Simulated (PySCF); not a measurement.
## NMR shielding calculation of C4H10S2

C4H10S2 (methyl propyl disulfide), computed with GIAO KT2/pcSseg-2 NMR shielding, non-relativistic, gas phase (PySCF 2.14.0).

The geometry comes from this level: PBE0-D3(BJ)/def2-SVP. Figures and captions count atoms from 1; the log counts them from 0 in places.

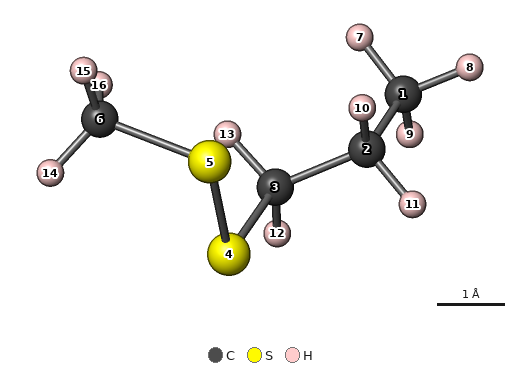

Figure 1. The input geometry (ball-and-stick view, seen at a tilt; atoms are numbered from 1 in the order of the input). Bond lengths as drawn: C–C 1.52 Å, C–H 1.10 Å, C–S 1.81 to 1.82 Å and S–S 2.06 Å.

### Results in brief

- outcome: converged
- total energy: −963.955914 hartree
- HOMO: −5.64 eV
- LUMO: −1.44 eV
- dipole moment: 2.00 D
- isotropic shielding, C: 138.6 to 166.4 ppm
- isotropic shielding, S: 379.7 to 472.6 ppm
- isotropic shielding, H: 28.6 to 30.4 ppm
- hardware: 1 CPU thread, shared host
- wall time: 1.7 min
- peak memory: 1.2 GiB

### Input file
```
{"job": {"kind": "nmr", "xc": "KT2", "basis": "pcSseg-2", "pop": false}, "charge": 0, "multiplicity": 1}
C      2.578365    -0.125781     0.230700
C      1.279757    -0.495655    -0.469858
C      0.303308     0.663854    -0.537535
S     -1.266083     0.276697    -1.377210
S     -2.128319    -1.094335    -0.104457
C     -3.007869    -0.026358     1.065670
H      2.396980     0.199610     1.267693
H      3.267990    -0.982307     0.268745
H      3.098080     0.696199    -0.287379
H      0.789251    -1.330805     0.057595
H      1.480661    -0.852452    -1.493659
H      0.714912     1.501502    -1.127784
H      0.080407     1.062825     0.465871
H     -3.741671     0.601624     0.542491
H     -3.533785    -0.698402     1.761006
H     -2.311890     0.602901     1.638021
```

The first line tells a small driver script what to run in PySCF; the rest is the geometry in Å.

### Log
```
coarse grid: 13792 points
cycle   1  E = -963.8346698780  dE =  2.479e-01  |g| = 5.086e-01  |ddm| = 2.739e+00
cycle   2  E = -963.7531611627  dE =  8.151e-02  |g| = 7.444e-01  |ddm| = 1.073e+00
cycle   3  E = -963.9042178462  dE = -1.511e-01  |g| = 1.063e-01  |ddm| = 6.907e-01
cycle   4  E = -963.9068346108  dE = -2.617e-03  |g| = 3.703e-02  |ddm| = 2.028e-01
cycle   5  E = -963.9071833810  dE = -3.488e-04  |g| = 1.085e-02  |ddm| = 5.620e-02
cycle   6  E = -963.9072097481  dE = -2.637e-05  |g| = 2.957e-03  |ddm| = 1.281e-02
cycle   7  E = -963.9072118050  dE = -2.057e-06  |g| = 1.148e-03  |ddm| = 4.629e-03
final grid: 122048 points
cycle   8  E = -963.9558630173  dE = -4.051e-04  |g| = 1.802e-02  |ddm| = 1.476e-01
cycle   9  E = -963.9557420288  dE =  1.210e-04  |g| = 2.591e-02  |ddm| = 3.646e-02
cycle  10  E = -963.9559063230  dE = -1.643e-04  |g| = 5.218e-03  |ddm| = 3.066e-02
cycle  11  E = -963.9559135749  dE = -7.252e-06  |g| = 1.050e-03  |ddm| = 7.547e-03
cycle  12  E = -963.9559138433  dE = -2.684e-07  |g| = 3.317e-04  |ddm| = 1.706e-03
cycle  13  E = -963.9559138677  dE = -2.438e-08  |g| = 1.613e-04  |ddm| = 6.689e-04
cycle  14  E = -963.9559138749  dE = -7.227e-09  |g| = 4.376e-05  |ddm| = 2.696e-04
cycle  15  E = -963.9559138754  dE = -4.902e-10  |g| = 6.193e-06  |ddm| = 4.802e-05
```

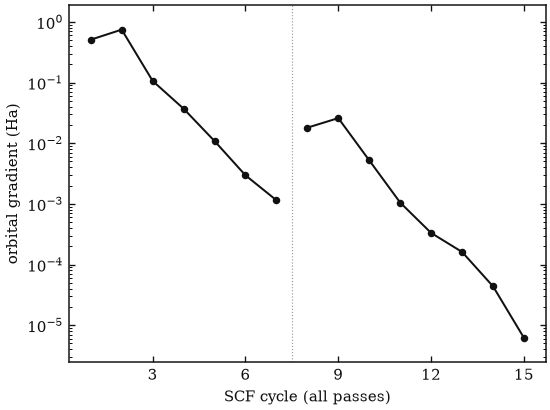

Figure 2. Convergence of the self-consistent field: orbital gradient against the SCF cycle. The dotted line marks the change from a coarse to the final integration grid. The first 7 cycles use a coarse grid, the final grid takes over at cycle 8, and the field converges after 15 cycles in all.

```
converged SCF energy = -963.9559138754

GIAO shielding tensors (ppm)
atom      isotropic    diamagn.    paramagn.     s11        s22        s33       span
  0 C      166.401     237.864     -71.463    155.261    158.454    185.488     30.227
  1 C      153.001     244.969     -91.968    128.910    161.492    168.601     39.691
  2 C      138.648     247.053    -108.405    117.373    136.889    161.683     44.310
  3 S      379.739    1058.316    -678.577    260.384    321.438    557.394    297.010
  4 S      472.639    1058.752    -586.114    296.800    421.586    699.530    402.729
  5 C      156.352     244.198     -87.846    125.761    158.605    184.690     58.929
  6 H       30.436      29.827       0.608     26.386     28.867     36.056      9.670
  7 H       29.853      27.039       2.815     25.410     27.293     36.857     11.447
  8 H       30.306      28.297       2.009     26.265     28.354     36.299     10.034
  9 H       28.907      32.397      -3.490     23.360     30.362     32.998      9.638
 10 H       29.792      30.769      -0.976     24.858     30.051     34.469      9.611
 11 H       29.035      31.317      -2.283     23.606     28.615     34.884     11.278
 12 H       28.594      33.478      -4.883     22.568     30.572     32.644     10.076
 13 H       28.948      28.610       0.338     24.444     26.925     35.474     11.030
 14 H       29.328      28.547       0.781     24.219     26.143     37.620     13.401
 15 H       28.671      31.570      -2.899     23.149     28.453     34.411     11.262
```

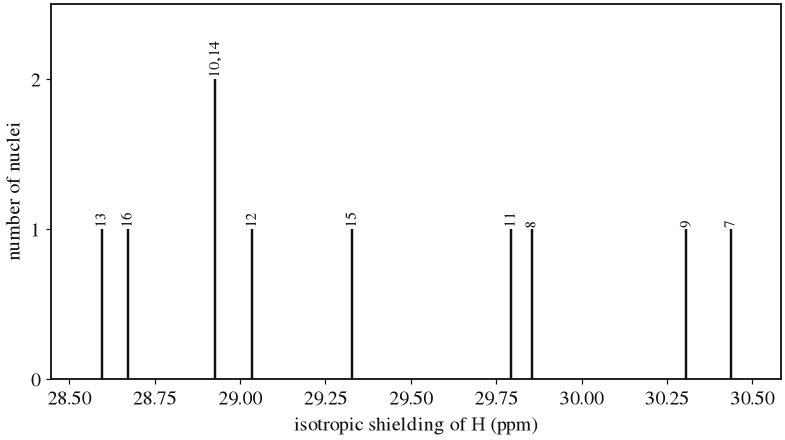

Figure 3. Isotropic shieldings of the hydrogen nuclei in this fixed geometry, labelled by atom number; shielding grows to the right, so chemical shift grows to the left. The least shielded is H13 (28.6 ppm), the most shielded H7 (30.4 ppm).
